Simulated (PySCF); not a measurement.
Si(H)2(Me)(nPr), SMILES [SiH2](C)CCC (C4H12Si) at its GFN2-xTB optimised geometry (Å):

```
17

Si    -0.4535     0.7538     0.0000
C     -1.0872    -0.1441     1.5487
C     -1.0904    -0.1169    -1.5698
C     -0.6441    -1.5719    -1.6917
C     -1.1499    -2.2163    -2.9776
H     -0.9384     2.1410     0.0000
H      1.0162     0.7538     0.0000
H     -2.1713    -0.2174     1.5510
H     -0.7928     0.3829     2.4512
H     -0.6892    -1.1528     1.6161
H     -0.7460     0.4298    -2.4500
H     -2.1819    -0.0813    -1.5979
H     -1.0162    -2.1410    -0.8370
H      0.4471    -1.6205    -1.6704
H     -2.2377    -2.1970    -3.0109
H     -0.7730    -1.6797    -3.8462
H     -0.8229    -3.2520    -3.0453
```

Calculation: CAM-B3LYP/def2-SVP run with PySCF 2.14.0. Cells within 0.4 Å of a nucleus heavier than hydrogen are left out (blank, or x).

Map of the deformation density (molecule minus spherical neutral atoms) (e/bohr³) on the plane z = 0.0 Å:

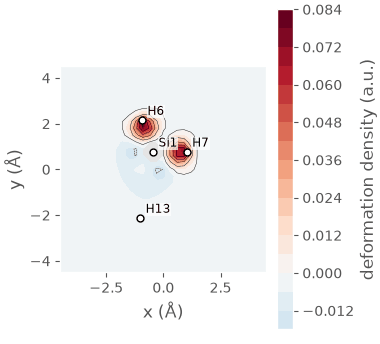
Fig. 1. Deformation density (molecule minus spherical neutral atoms) (e/bohr³) on the plane z = 0.0 Å.
